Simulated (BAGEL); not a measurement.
# A workflow on C2H7Al (SMILES [CH3][AlH][CH3])

We compute a single-point energy (HF/6-31G*), then the energy (NEVPT2(2,2)/6-31G*), then the energy (CASPT2(2,2)/6-31G*) of C2H7Al. 

Program for the calculation: BAGEL 1.2.2.

2 further runs of the same task are left out: 2 set aside as unsound or not needed.

### Step 1. The system as given

C2H7Al has 10 atoms, charge 0, and is taken as a singlet. As SMILES, `[CH3][AlH][CH3]`. The Al2–H7 distance was set to 4.465 Å, away from the relaxed value. At this shape a bond of the SMILES string is far longer than usual.

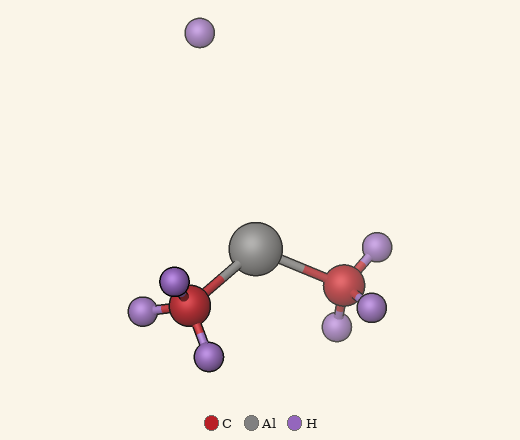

The structure, seen from a chosen angle (carbon red, aluminium grey, hydrogen purple).

### Step 2. The energy at HF/6-31G(d) (density fitting with svp-jkfit, spherical functions) (run 1)

Input file hf.json:

```json
{ "bagel" : [

{
  "title" : "molecule",
  "basis" : "6-31gs.json",
  "df_basis" : "svp-jkfit",
  "angstrom" : true,
  "geometry" : [
    { "atom" : "C", "xyz" : [   -3.215108,    0.821001,    1.277327 ] },
    { "atom" : "Al", "xyz" : [   -1.499208,   -0.080799,    1.524227 ] },
    { "atom" : "C", "xyz" : [   -1.092108,   -1.051599,    3.170327 ] },
    { "atom" : "H", "xyz" : [   -4.050008,    0.130601,    1.439427 ] },
    { "atom" : "H", "xyz" : [   -3.333008,    1.265901,    0.286827 ] },
    { "atom" : "H", "xyz" : [   -3.336308,    1.621101,    2.017027 ] },
    { "atom" : "H", "xyz" : [    1.605700,    0.078800,   -1.681200 ] },
    { "atom" : "H", "xyz" : [   -1.927008,   -1.082599,    3.874627 ] },
    { "atom" : "H", "xyz" : [   -0.794108,   -2.083499,    2.954927 ] },
    { "atom" : "H", "xyz" : [   -0.239708,   -0.593499,    3.685127 ] }
  ]
},
{
  "title" : "hf",
  "charge" : 0
},
{
  "title" : "print",
  "file" : "orbitals.molden",
  "orbitals" : true
}

]}
```

The basis set 6-31G* is read from a file made from the Basis Set Exchange's data (not shown).

Launch:

```sh
$ BAGEL_NUM_THREADS=1 BAGEL hf.json > hf.out
```

What it wrote:

```text
* using 1 threads per process

  ===============================================================
  ===============================================================

  *** Geometry ***

  { "atom" : "C", "xyz" : [     -6.075674,      1.551467,      2.413798 ] },
  { "atom" : "Al", "xyz" : [     -2.833093,     -0.152688,      2.880372 ] },
  { "atom" : "C", "xyz" : [     -2.063785,     -1.987234,      5.991050 ] },
  { "atom" : "H", "xyz" : [     -7.653406,      0.246800,      2.720123 ] },
  { "atom" : "H", "xyz" : [     -6.298472,      2.392206,      0.542024 ] },
  { "atom" : "H", "xyz" : [     -6.304708,      3.063437,      3.811629 ] },
  { "atom" : "H", "xyz" : [      3.034333,      0.148910,     -3.177008 ] },
  { "atom" : "H", "xyz" : [     -3.641517,     -2.045816,      7.321984 ] },
  { "atom" : "H", "xyz" : [     -1.500647,     -3.937242,      5.584003 ] },
  { "atom" : "H", "xyz" : [     -0.452982,     -1.121551,      6.963881 ] },

  Number of auxiliary basis functions:      404

  Since a DF basis is specified, we compute 2- and 3-index integrals:
    o Being stored without compression. Storage requirement is 0.012 GB

  Number of basis functions:       60
  Number of electrons      :       32

    * METHOD: MOLECULE                             0.14

  *** RHF ***

  === Nuclear Repulsion ===
    92.3580351501

      * DIIS with orbital gradients will be used.

  === RHF iteration (6-31gs.json) ===
      0       -321.32239037          0.01680619           0.03
      1       -321.38386325          0.01106259           0.03
      2       -321.46246981          0.00466593           0.03
      3       -321.47955180          0.00102409           0.03
      4       -321.48011771          0.00015729           0.03
      5       -321.48014345          0.00002533           0.03
      6       -321.48014414          0.00000553           0.03
      7       -321.48014417          0.00000202           0.03
      8       -321.48014417          0.00000073           0.03
      9       -321.48014417          0.00000020           0.03
     10       -321.48014417          0.00000006           0.03
     11       -321.48014417          0.00000002           0.03
     12       -321.48014417          0.00000001           0.03
    * SCF iteration converged.

    * Permanent dipole moment:
           (    2.099253,     0.104726,    -2.164300) a.u.

    * METHOD: HF                                   0.45

    * METHOD: PRINT                                0.01

  ===============================================================
```

Run time: 0.73 s. Hardware: 1 thread of Arm Neoverse V1, shared host; peak memory 0.15 GiB.

### Step 3. The energy at NEVPT2(2,2)/6-31G(d) (density fitting with svp-jkfit, spherical functions) (run 2)

Input file input.json:

```json
{ "bagel": [

{
  "title": "molecule",
  "basis": "6-31gs.json",
  "df_basis": "svp-jkfit",
  "angstrom": "true",
  "geometry": [
    { "atom": "C", "xyz": [   -3.215108,    0.821001,    1.277327 ] },
    { "atom": "Al", "xyz": [   -1.499208,   -0.080799,    1.524227 ] },
    { "atom": "C", "xyz": [   -1.092108,   -1.051599,    3.170327 ] },
    { "atom": "H", "xyz": [   -4.050008,    0.130601,    1.439427 ] },
    { "atom": "H", "xyz": [   -3.333008,    1.265901,    0.286827 ] },
    { "atom": "H", "xyz": [   -3.336308,    1.621101,    2.017027 ] },
    { "atom": "H", "xyz": [    1.605700,    0.078800,   -1.681200 ] },
    { "atom": "H", "xyz": [   -1.927008,   -1.082599,    3.874627 ] },
    { "atom": "H", "xyz": [   -0.794108,   -2.083499,    2.954927 ] },
    { "atom": "H", "xyz": [   -0.239708,   -0.593499,    3.685127 ] }
  ]
},
{
  "title": "hf"
},
{
  "title": "casscf",
  "nstate": 1,
  "nact": 2,
  "nclosed": 15,
  "active": [16, 17],
  "maxiter": 200,
  "natocc": "true"
},
{
  "title": "nevpt2",
  "nstate": 1,
  "nact": 2,
  "nclosed": 15,
  "active": [16, 17],
  "maxiter": 200,
  "natocc": "true",
  "ncore": 7
},
{
  "title": "print",
  "file": "orbitals.molden",
  "orbitals": "true"
}

]}
```

The basis set 6-31G* is read from a file made from the Basis Set Exchange's data (not shown).

Launch:

```sh
$ BAGEL_NUM_THREADS=1 BAGEL input.json > input.out
```

What it wrote:

```text
* using 1 threads per process

  ===============================================================
  ===============================================================

  *** Geometry ***

  { "atom" : "C", "xyz" : [     -6.075674,      1.551467,      2.413798 ] },
  { "atom" : "Al", "xyz" : [     -2.833093,     -0.152688,      2.880372 ] },
  { "atom" : "C", "xyz" : [     -2.063785,     -1.987234,      5.991050 ] },
[... 6 lines of this table left out ...]
  { "atom" : "H", "xyz" : [     -0.452982,     -1.121551,      6.963881 ] },

  Number of auxiliary basis functions:      404

  Since a DF basis is specified, we compute 2- and 3-index integrals:
    o Being stored without compression. Storage requirement is 0.012 GB

  Number of basis functions:       60
  Number of electrons      :       32

    * METHOD: MOLECULE                             0.14

  *** RHF ***

  === Nuclear Repulsion ===
    92.3580351501

      * DIIS with orbital gradients will be used.

  === RHF iteration (6-31gs.json) ===
      0       -321.32239037          0.01680619           0.02
      1       -321.38386325          0.01106259           0.02
      2       -321.46246981          0.00466593           0.03
[... 9 lines of this table left out ...]
     12       -321.48014417          0.00000001           0.03
    * SCF iteration converged.

    * Permanent dipole moment:
           (    2.099253,     0.104726,    -2.164300) a.u.

    * METHOD: HF                                   0.44

  ---------------------------
      CASSCF calculation
  ---------------------------

    ==== Active orbitals : =====
         Orbital 16
         Orbital 17
    ============================

    * nstate   :      1
    * nclosed  :     15
    * nact     :      2
    * nvirt    :     43
  === CASSCF iteration (6-31gs.json) ===

    * Using the second-order algorithm

      0  0      -321.57442685     9.61e-03      0.01

      1  0      -321.59719194     5.55e-04      0.13
[... 15 lines of this table left out ...]
      9  0      -321.59727314     4.65e-09      0.10

    * Second-order optimization converged. *

     guess   0:   closed 1.                   open ..

  === FCI iteration ===

      0  0      -321.45035844     9.16e-02      0.00
      1  0      -321.58643164     2.80e-02      0.00
      2  0 *    -321.59727314     3.56e-16      0.00

     * ci vector, state   0, <S^2> = 0.0000
       2.     0.7657446568
       .2    -0.6431447120

    * METHOD: CASSCF                               1.24

    * freezing 7 orbitals

  === DF-NEVPT2 calculation ===

    * 3-index integral transformation done
    * assembly done

      NEVPT2 correlation energy:   -0.3025494822      0.06

          (+0)     -0.2815737952
          (+0)'    -0.0014412019
          (+1)     -0.0064609898
          (+1)'    -0.0000000000
          (+2)     -0.0000129896
          (-1)     -0.0130452668
          (-1)'     0.0000000000
          (-2)     -0.0000152389

      NEVPT2 total energy:       -321.8998226231

    * METHOD: NEVPT2                               0.12

    * METHOD: PRINT                                0.01

  ===============================================================
```

It took 2.1 s on 1 thread of Arm Neoverse V1, shared host; peak memory 0.15 GiB.

### Step 4. The energy at CASPT2(2,2)/6-31G(d) (density fitting with svp-jkfit, spherical functions) (run 3)

Input file job.json:

```json
{ "bagel" : [

{
  "title" : "molecule",
  "basis" : "6-31gs.json",
  "df_basis" : "svp-jkfit",
  "angstrom" : "true",
  "geometry" : [
    { "atom" : "C", "xyz" : [   -3.215108,    0.821001,    1.277327 ] },
    { "atom" : "Al", "xyz" : [   -1.499208,   -0.080799,    1.524227 ] },
    { "atom" : "C", "xyz" : [   -1.092108,   -1.051599,    3.170327 ] },
    { "atom" : "H", "xyz" : [   -4.050008,    0.130601,    1.439427 ] },
    { "atom" : "H", "xyz" : [   -3.333008,    1.265901,    0.286827 ] },
    { "atom" : "H", "xyz" : [   -3.336308,    1.621101,    2.017027 ] },
    { "atom" : "H", "xyz" : [    1.605700,    0.078800,   -1.681200 ] },
    { "atom" : "H", "xyz" : [   -1.927008,   -1.082599,    3.874627 ] },
    { "atom" : "H", "xyz" : [   -0.794108,   -2.083499,    2.954927 ] },
    { "atom" : "H", "xyz" : [   -0.239708,   -0.593499,    3.685127 ] }
  ]
},
{ "title" : "hf", "charge" : 0 },
{ "title" : "casscf", "nstate" : 1, "nact" : 2, "nclosed" : 15, "charge" : 0, "active" : [16, 17], "maxiter" : 200, "natocc" : "true" },
{ "title" : "print", "file" : "orbitals.molden", "orbitals" : "true" },
{ "title" : "smith", "method" : "caspt2", "ms" : "true", "xms" : "true", "sssr" : "true", "shift" : 0.2, "shift_imag" : "true", "ncore" : 7 }

]}
```

The basis set 6-31G* is read from a file made from the Basis Set Exchange's data (not shown).

Launch:

```sh
$ BAGEL_NUM_THREADS=1 BAGEL job.json > job.out
```

What it wrote:

```text
* using 1 threads per process

  ===============================================================
  ===============================================================

  *** Geometry ***

  { "atom" : "C", "xyz" : [     -6.075674,      1.551467,      2.413798 ] },
  { "atom" : "Al", "xyz" : [     -2.833093,     -0.152688,      2.880372 ] },
  { "atom" : "C", "xyz" : [     -2.063785,     -1.987234,      5.991050 ] },
[... 6 lines of this table left out ...]
  { "atom" : "H", "xyz" : [     -0.452982,     -1.121551,      6.963881 ] },

  Number of auxiliary basis functions:      404

  Since a DF basis is specified, we compute 2- and 3-index integrals:
    o Being stored without compression. Storage requirement is 0.012 GB

  Number of basis functions:       60
  Number of electrons      :       32

    * METHOD: MOLECULE                             0.14

  *** RHF ***

  === Nuclear Repulsion ===
    92.3580351501

      * DIIS with orbital gradients will be used.

[... 6 lines left out ...]
    * SCF iteration converged.
[... 1 line left out ...]
    * Permanent dipole moment:
[... 27 lines left out ...]
    * Second-order optimization converged. *
[... 9 lines left out ...]
     * ci vector, state   0, <S^2> = 0.0000
[... 16 lines left out ...]
    * Zeroth order energy : state  0       -0.2829368676

    * CASPT2 iteration is performed using orthogonal basis

      -------------------------------------------  CASPT2 iteration  ---------------------------------------------------
       #      aibj      arbs      arbi      airj      risj      airs      arst      rist         Etot      error   time
      ------------------------------------------------------------------------------------------------------------------

       0  -0.28006  -0.00002  -0.01422  -0.00714  -0.00002  -0.00142  -0.00000   0.00000   -0.3028870  0.0002689   0.03
       1  -0.28007  -0.00002  -0.01422  -0.00714  -0.00003  -0.00144  -0.00000   0.00000   -0.3029147  0.0000312   0.02
       2  -0.28007  -0.00002  -0.01422  -0.00714  -0.00003  -0.00144  -0.00000  -0.00000   -0.3029150  0.0000026   0.02
       3  -0.28007  -0.00002  -0.01422  -0.00714  -0.00003  -0.00144  -0.00000  -0.00000   -0.3029151  0.0000002   0.02

      ------------------------------------------------------------------------------------------------------------------

    * CASPT2 energy : state  0     -321.9022304911
        w/o shift correction       -321.9001881910
        reference weight              0.8977561312

    * METHOD: SMITH                                0.18

  ===============================================================
```

Run time: 2.2 s. Hardware: 1 thread of Arm Neoverse V1, shared host; peak memory 0.15 GiB.

### Step 5. Results

| quantity | value |
| --- | --- |
| run 1, HF/6-31G*: total energy | -321.48014 Eh |
| run 1, HF/6-31G*: dipole moment | 7.67 D |
| run 1, HF/6-31G*: HOMO energy | -5.80 eV |
| run 1, HF/6-31G*: LUMO energy | -1.09 eV |
| run 1, HF/6-31G*: HOMO–LUMO gap | 4.71 eV |
| run 2, NEVPT2(2,2)/6-31G*: total energy | -321.89982 Eh |
| run 3, CASPT2(2,2)/6-31G*: total energy | -321.90223 Eh |

What this shows: One bond (run 1, HF/6-31G*) is far stretched, which a spin-restricted single reference describes badly; a broken-symmetry solution may lie lower.
